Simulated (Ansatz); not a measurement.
# CH3NTe: the cost of one run

Program: Ansatz 0.2.0 through its Python package. The levels of theory stand in the script. These are calculated values, not measurements.

## Step 1: The system

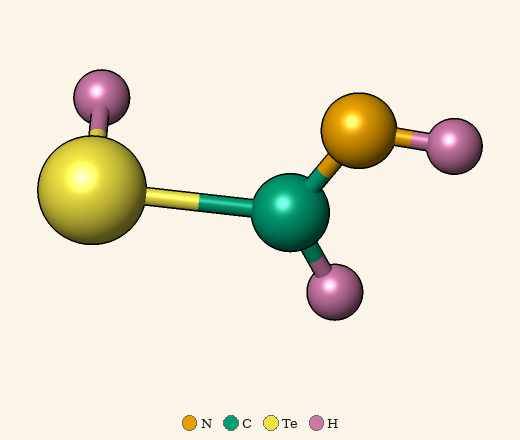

The starting structure, viewed from a chosen angle; nitrogen amber, carbon teal, tellurium yellow, hydrogen pink.

The script holds or builds the structure itself.

## Step 2: Script

ch3nte_basis.py reads:

```python
"""Basis-set convergence for CH3NTe."""

import ansatz as az

geometry = (
    az.Crystal.molecule()
    .atom("N", (-1.0488, -0.5844, -0.4065))
    .atom("C", (-0.0796, 0.229, -0.3549))
    .atom("Te", (0.4661, 1.0697, 1.4897))
    .atom("H", (-1.3116, -0.9417, -1.3206))
    .atom("H", (0.5006, 0.4521, -1.2645))
    .atom("H", (1.5154, -0.2887, 1.8105))
)

setup = geometry.calculation().functional("HF")

energies = {}
for basis in ["def2-SVP", "def2-SVPD", "def2-TZVP", "def2-TZVPP"]:
    summary = setup.basis(gaussian=basis).run(threads=1, pin="off").report
    size = summary["n_frozen"] + summary["n_occupied"][0] + summary["n_virtual"][0]
    energies[basis] = (summary["reference_energy_ev"] / 27.211386246, summary["free_energy_ev"] / 27.211386246)
    print(f"{basis:14s} {size:4d} orbitals  reference {energies[basis][0]:14.6f} Ha  total {energies[basis][1]:14.6f} Ha")

last = energies["def2-TZVPP"][1]
for basis, (_, total) in energies.items():
    print(f"{basis:14s} lies {27.211386 * (total - last):9.4f} eV above def2-TZVPP")
```

## Step 3: What the engine is handed

The engine receives this input (first run):

```yaml
crystal:
  periodic: [false, false, false]
  atoms:
    - { symbol: "N", position_ang: [-1.0488, -0.5844, -0.4065] }
    - { symbol: C, position_ang: [-0.0796, 0.229, -0.3549] }
    - { symbol: Te, position_ang: [0.4661, 1.0697, 1.4897] }
    - { symbol: H, position_ang: [-1.3116, -0.9417, -1.3206] }
    - { symbol: H, position_ang: [0.5006, 0.4521, -1.2645] }
    - { symbol: H, position_ang: [1.5154, -0.2887, 1.8105] }
basis:
  gaussian:
    orbitals: def2-SVP
hamiltonian:
  xc: hf
```

## Step 4: Launch

The run is started by

```bash
$ python ch3nte_basis.py
```

Q: Estimate wall time and peak memory on 1 thread of Arm Neoverse V1, shared host.

About 5.8 s, with a peak of 0.33 GiB.
